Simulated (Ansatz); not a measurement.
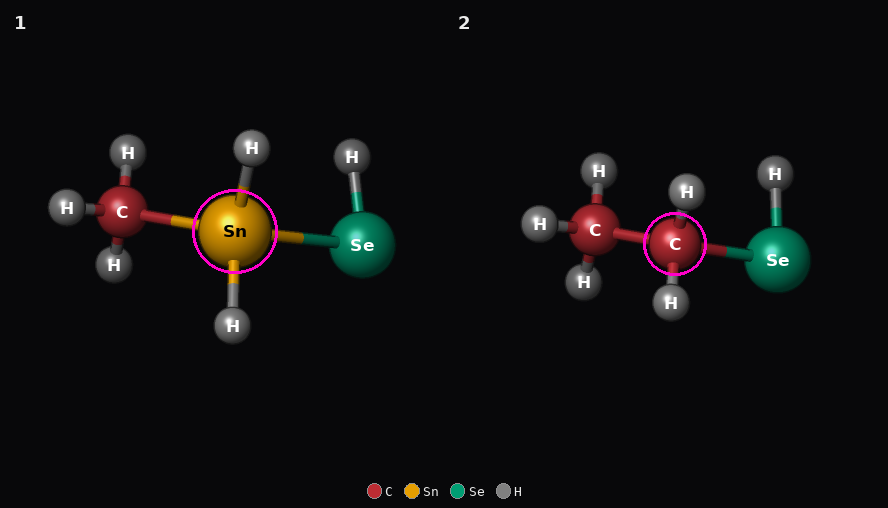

2 molecules with one skeleton, seen from the same side and at one scale; the atom that differs is circled. Each species is neutral and a spin singlet. Computed geometries: PBE0-D4/def2-TZVP optimisations, one conformation each. Properties computed with Ansatz 0.2.0. Elements past Kr carry core potentials.

One atom differs, called X below: Sn in panel 1, C in panel 2. Their formulas are CH6SeSn (`[CH3][SnH2][SeH]`), C2H6Se (`CC[SeH]`).

In which is the length of X–C larger (PBE0-D4/def2-TZVP)?

In panel 1 (X = Sn).

In which is the mean length of X–H larger (PBE0-D4/def2-TZVP)?

In panel 1 (X = Sn).

Give the values. With PBE0-D4/def2-TZVP: length of X–C (Å), mean length of X–H (Å), length of X–Se (Å), angle C–X–Se (°). With ωB97M-V/def2-QZVPP: HOMO energy (Kohn–Sham orbital) (eV), HOMO–LUMO gap (eV). With ωB97M-V/def2-TZVPP: dipole moment (D).

```tsv
quantity	1 (Sn)	2 (C)	2 − 1
length of X–C (Å)	2.136	1.512	−0.624
mean length of X–H (Å)	1.708	1.091	−0.617
length of X–Se (Å)	2.540	1.958	−0.582
angle C–X–Se (°)	109.5	114.0	+4.5
HOMO energy (Kohn–Sham orbital) (eV)	−8.94	−8.70	+0.24
HOMO–LUMO gap (eV)	9.84	10.23	+0.39
dipole moment (D)	1.98	1.54	−0.44
```
